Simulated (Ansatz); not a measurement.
**CaO (rock salt): frozen-phonon scan**

CaO (rock salt)

```yaml
crystal:
  lattice:
    - [0.00000, 4.83070, 4.83070]
    - [2.41535, 2.41535, 4.83070]
    - [2.41535, 2.41535, 0.00000]
  atoms:
    - { symbol: O, position: [0.00000, 0.00000, 0.00000] }
    - { symbol: O, position: [0.50000, 0.00000, 0.00000] }
    - { symbol: Ca, position: [0.00000, 0.50000, 0.50000] }
    - { symbol: Ca, position: [0.50000, 0.50000, 0.50000] }
```

The atoms are displaced by Q × the pattern below (from a DFPT mode at X = (0.5, 0.5, 0.0), largest move 1; Q in Å), at fixed cell. It is one choice among 2 degenerate patterns. (q is in reciprocal vectors of the primitive cell; the cell shown is doubled to hold the pattern.)

| atom | x | y | z |
|---|---|---|---|
| O1 | 0.000 | -0.491 | 0.000 |
| O2 | 0.000 | 0.491 | 0.000 |
| Ca3 | 0.000 | 1.000 | 0.000 |
| Ca4 | 0.000 | -1.000 | 0.000 |

These are PBE (plane waves to 420 eV, PAW, scalar-relativistic; Ansatz, a program for electronic structure) values and carry that method's errors. k mesh 12×12×12 (Γ-centred), Fermi-Dirac smearing 0.05 eV. E stands for the smeared free energy. CaO was relaxed with its symmetry unable to fall. The zero of ΔE is the undisplaced structure.

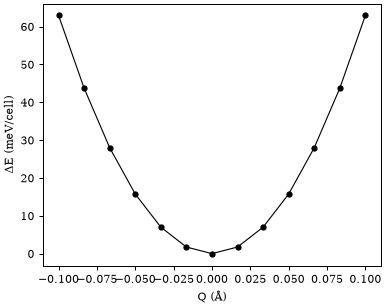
*ΔE (meV/cell) against Q (Å); one marker a computed point.*

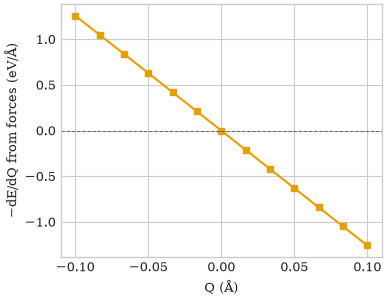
*−dE/dQ from forces (eV/Å) against Q (Å); markers are the computed points, lines only join them.*

The energy at Q = 0.100 Å is 63.0 meV/cell. Space group of the distorted cell: Cmcm (No. 63), lowered from Fm-3m. Symmetry of the curve: even: the same for both signs. Shape of the curve: a single well with its minimum at or next to zero displacement. Wavenumber by perturbation theory (DFPT, on another k mesh): 198 cm⁻¹.

(A displaced cell: forces are minus the slopes of the energy, force constants its curvatures, and phonons follow from these.)
